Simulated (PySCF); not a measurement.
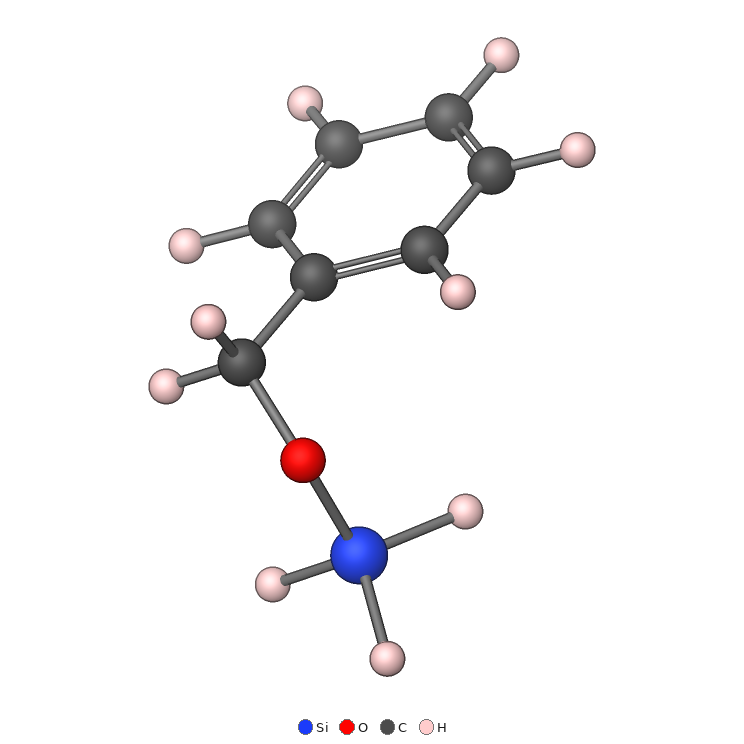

Computed geometry: PBE0-D3(BJ)/def2-SVP optimisation. No frequency run is at hand to confirm it as a minimum. Method: ωB97X-D/def2-SVPD, gas phase (PySCF 2.14.0). Excitations: vertical, linear response.

**Give the HOMO energy (Kohn–Sham orbital) at this level.**

−9.01 eV.

**Give the brightest of the 10 lowest singlets at this level.**

6.94 eV.

**Estimate the LUMO energy (Kohn–Sham orbital).**

1.16 eV.

**Estimate the lowest vertical singlet excitation.**

5.40 eV.
